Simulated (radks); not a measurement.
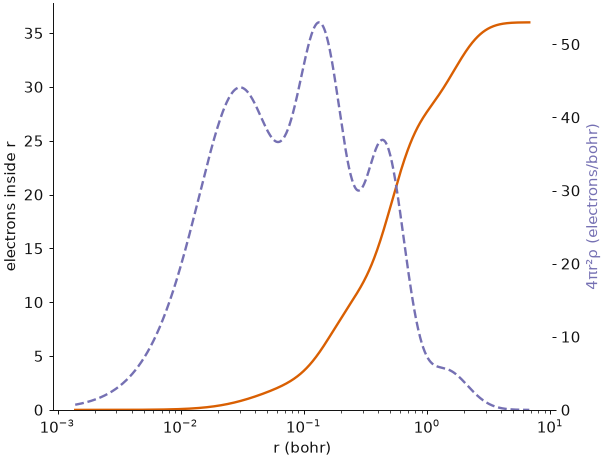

The neutral krypton atom; electrons: [Ar] 3d10 4s2 4p6. Theory: non-relativistic Kohn-Sham, exchange-only LDA, spin-polarised, spherical densities, point nucleus (computed with the in-house radial solver radks).

```
Z 36
configuration [Kr]
relativity non-relativistic
functional lda,
spin polarised
nucleus point
response adiabatic LDA kernel
```

The plot shows the number of electrons inside radius r (solid) and the radial density 4πr²ρ (dashed).

> What does the plot show?

The count levels off at 36 electrons. Half of them lie within 0.479 bohr, 90 % within 1.84 bohr and 99 % within 3.45 bohr. The radial density has minima at 0.0616 and 0.277 bohr, where the count stands at 2.1 and 11.1; these part the shells that the density resolves.
